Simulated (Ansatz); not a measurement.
# doublet AlClO+: levels of theory compared

Wanted: a comparison of 5 runs (UBLYP/STO-3G, UHSE06/STO-3G, UPBE/STO-3G, UCCSD(T)/STO-3G, FCI/STO-3G) of doublet AlClO+. 

The calculation is run with Ansatz 0.2.0.

## 1. The structure to begin with

AlClO+: 3 atoms, total charge +1, spin state doublet. As SMILES of the parent species, `[O]=[Al][Cl]`. Geometry: a GFN2-xTB relaxation, a rough one for these elements and not checked as a minimum. That shape belongs to the parent species and isn't relaxed for this state.

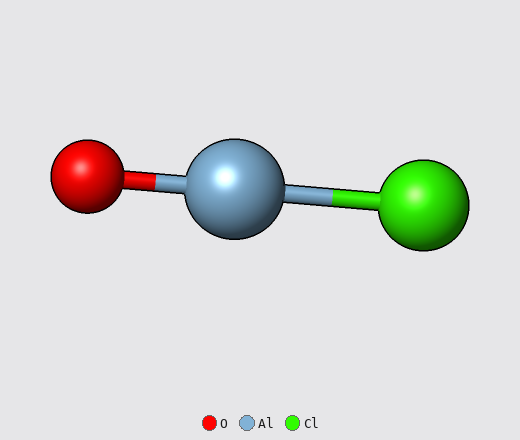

The structure, seen from a chosen angle (oxygen red, aluminium light blue, chlorine green).

## 2. A single-point energy at UBLYP/STO-3G (run 1)

Input file run.yaml:

```yaml
crystal:
  periodic: [false, false, false]
  atoms:
    - {symbol: O, position_ang: [0.107470, 1.694260, 0.245960]}
    - {symbol: Al, position_ang: [0.009340, 0.147220, 0.021380]}
    - {symbol: Cl, position_ang: [-0.116820, -1.841490, -0.267330]}
basis:
  gaussian: {orbitals: STO-3G}
total_charge: 1
magnetization: {spin_polarized: true, initial_magnetization: 1}
hamiltonian: {xc: {name: BLYP}}
accuracy: high
```

Launch:

```
$ ansatz run run.yaml --threads 1 --pin off --max-ram 2610MiB --events-out events.jsonl --progress --plain --runs-dir runs
```

What it wrote:

```text
Warning: RAYON_NUM_THREADS=1 ignored (pool sized by the plan → 1); use --threads N
Functional definition: BLYP
  name "BLYP"
  parameter beta = 0.0042
  parameter a = 0.04918
  parameter b = 0.132
  parameter c = 0.2533
  parameter d = 0.349
  exchange = b88_x(beta = beta)
  correlation = lyp_c(a = a, b = b, c = c, d = d)
396 factors; integrals over basis functions are off by at most 1.7e-8 eV
mean field evaluation 1: about -20905.3391 eV, gradient 2.9e1 eV
mean field evaluation 2: about -20789.7774 eV, gradient 1.2e2 eV
mean field evaluation 4: about -20908.5124 eV, gradient 2.6e1 eV
mean field evaluation 8: about -20913.3390 eV, gradient 2.0e-1 eV
mean field evaluation 16: about -20913.3394 eV, gradient 8.6e-7 eV
mean field evaluation 32: about -20913.3394 eV, gradient 1.6e-3 eV
mean field evaluation 64: about -20913.3394 eV, gradient 9.1e-5 eV
mean field evaluation 96: about -20913.3394 eV, gradient 1.5e-6 eV
mean field evaluation 128: about -20913.3394 eV, gradient 2.7e-7 eV
mean field evaluation 160: about -20913.3394 eV, gradient 8.7e-9 eV
mean field -20913.33943425 eV, -768.5510486379 hartree, gradient 7.9e-8 eV, S^2 0.754485; 1 other end points of the search recorded, 0 dependent functions left out
reference -20913.33946640 eV, -768.5510498197 hartree; 19, 18 occupied and 4, 5 virtual orbitals, 396 factors
Total energy: -20913.33946640 eV, -768.5510498197 hartree
```

Run time: 64 s. Hardware: 1 thread of Arm Neoverse V2, shared host; peak memory 0.13 GiB.

## 3. A single-point energy at UHSE06/STO-3G (run 2)

Input file input.yaml:

```yaml
crystal:
  periodic: [false, false, false]
  atoms:
    - {symbol: O, position_ang: [0.107470, 1.694260, 0.245960]}
    - {symbol: Al, position_ang: [0.009340, 0.147220, 0.021380]}
    - {symbol: Cl, position_ang: [-0.116820, -1.841490, -0.267330]}
basis:
  gaussian:
    orbitals: STO-3G
total_charge: 1
magnetization:
  spin_polarized: true
  initial_magnetization: 1
hamiltonian:
  xc: {name: HSE06}
accuracy: high
```

Launch:

```
$ ansatz run input.yaml --threads 1 --pin off --max-ram 2610MiB --events-out events.jsonl --progress --plain --runs-dir runs
```

What it wrote:

```text
Warning: RAYON_NUM_THREADS=1 ignored (pool sized by the plan → 1); use --threads N
Functional definition: HSE06
  name "HSE06"
  parameter a = 0.25
  parameter omega = 0.11/bohr
  exchange = pbe_x - a*pbe_x_sr(omega) + a*exact_x_sr(omega)
  correlation = pbe_c
396 factors; integrals over basis functions are off by at most 1.7e-8 eV
59 factors; integrals over basis functions are off by at most 4.3e-10 eV
mean field evaluation 1: about -20901.4686 eV, gradient 2.4e1 eV
mean field evaluation 2: about -20883.0899 eV, gradient 6.5e1 eV
mean field evaluation 4: about -20906.7531 eV, gradient 5.0e0 eV
mean field evaluation 8: about -20906.9887 eV, gradient 5.0e-2 eV
mean field evaluation 16: about -20906.9887 eV, gradient 5.2e-6 eV
mean field evaluation 32: about -20906.9887 eV, gradient 9.9e-6 eV
mean field -20906.98872765 eV, -768.3176644750 hartree, gradient 3.7e-8 eV, S^2 0.754324; 1 other end points of the search recorded, 0 dependent functions left out
reference -20906.98872914 eV, -768.3176645301 hartree; 19, 18 occupied and 4, 5 virtual orbitals, 396 factors
Total energy: -20906.98872914 eV, -768.3176645301 hartree
```

It took 13 s on 1 thread of Arm Neoverse V2, shared host; peak memory 0.15 GiB.

## 4. The energy at UPBE/STO-3G (run 3)

Input file in.yaml:

```yaml
crystal:
  periodic: [false, false, false]
  atoms:
    - symbol: O
      position_ang: [0.107470, 1.694260, 0.245960]
    - symbol: Al
      position_ang: [0.009340, 0.147220, 0.021380]
    - symbol: Cl
      position_ang: [-0.116820, -1.841490, -0.267330]
basis:
  gaussian: {orbitals: STO-3G}
total_charge: 1
magnetization: {spin_polarized: true, initial_magnetization: 1}
hamiltonian: {xc: {name: PBE}}
accuracy: high
```

Launch:

```
$ ansatz run in.yaml --threads 1 --pin off --max-ram 2610MiB --events-out events.jsonl --progress --plain --runs-dir runs
```

What it wrote, shortened:

```text
Warning: RAYON_NUM_THREADS=1 ignored (pool sized by the plan → 1); use --threads N
Functional definition: PBE
  name "PBE"
[...]
396 factors; integrals over basis functions are off by at most 1.7e-8 eV
[...]
mean field -20904.24195700 eV, -768.2167225155 hartree, gradient 5.0e-8 eV, S^2 0.754429; 4 other end points of the search recorded, 0 dependent functions left out
reference -20904.24195850 eV, -768.2167225706 hartree; 19, 18 occupied and 4, 5 virtual orbitals, 396 factors
Total energy: -20904.24195850 eV, -768.2167225706 hartree
```

It took 28 s on 1 thread of Arm Neoverse V2, shared host; peak memory 0.13 GiB.

Run 4 isn't shown in full; the table further down has it.

## 5. The energy at FCI/STO-3G (run 5)

Input file in.yaml:

```yaml
crystal:
  periodic: [false, false, false]
  atoms:
    - {symbol: O, position_ang: [0.107470, 1.694260, 0.245960]}
    - {symbol: Al, position_ang: [0.009340, 0.147220, 0.021380]}
    - {symbol: Cl, position_ang: [-0.116820, -1.841490, -0.267330]}
basis:
  gaussian: {orbitals: STO-3G}
total_charge: 1
magnetization: {spin_polarized: true, initial_magnetization: 1}
correlation: {method: fci, frozen_orbitals: {Al: 5, Cl: 5, O: 1}}
accuracy: high
```

Launch:

```
$ ansatz run in.yaml --threads 1 --pin off --max-ram 2610MiB --events-out events.jsonl --progress --plain --runs-dir runs
```

What it wrote:

```text
Warning: RAYON_NUM_THREADS=1 ignored (pool sized by the plan → 1); use --threads N
Functional definition: HF
  name "HF"
  exchange = exact_x
  correlation = 0
396 factors; integrals over basis functions are off by at most 1.7e-8 eV
mean field evaluation 1: about -20876.1042 eV, gradient 1.8e1 eV
mean field evaluation 2: about -20876.1149 eV, gradient 1.8e1 eV
mean field evaluation 4: about -20879.0026 eV, gradient 6.3e-1 eV
mean field evaluation 8: about -20879.0089 eV, gradient 1.7e-2 eV
mean field evaluation 16: about -20879.0089 eV, gradient 1.1e-2 eV
mean field evaluation 32: about -20879.0089 eV, gradient 6.2e-3 eV
mean field -20879.00886887 eV, -767.2894236305 hartree, gradient 4.5e-8 eV, S^2 0.758388; 4 other end points of the search recorded, 0 dependent functions left out
11 core orbitals not correlated: weight in the atoms' cores, before any rotation towards them, 0.999 or more for the frozen orbitals, at most 0.000 for the correlated occupied ones
reference -20878.97677788 eV, -767.2882443084 hartree; 8, 7 occupied and 4, 5 virtual orbitals, 396 factors
state -20880.84793547 eV, -767.3570080816 hartree
Total energy: -20880.84793547 eV, -767.3570080816 hartree
```

Run time: 2.9 s. Hardware: 1 thread of Arm Neoverse V2, shared host.

## 6. Overview of the runs

```tsv
run	level	frozen core orbitals	energy (Eh)	⟨S²⟩	wall time
1	UBLYP/STO-3G	–	-768.551050	0.754	64 s
2	UHSE06/STO-3G	–	-768.317665	0.754	13 s
3	UPBE/STO-3G	–	-768.216723	0.754	28 s
4	UCCSD(T)/STO-3G	11	-767.355936	0.758	0.6 s
5	FCI/STO-3G	11	-767.357008	–	2.9 s
```

## 7. Results

| quantity | value |
| --- | --- |
| run 5: total energy | -767.35701 Eh |
| run 5: correlation energy (11 core orbitals frozen) | -68.8 mEh |

Against full CI in this basis: UCCSD(T) +1.1 mEh. Totals of different functionals can't be ranked against each other. All runs together took 1.8 min, the longest 64 s.
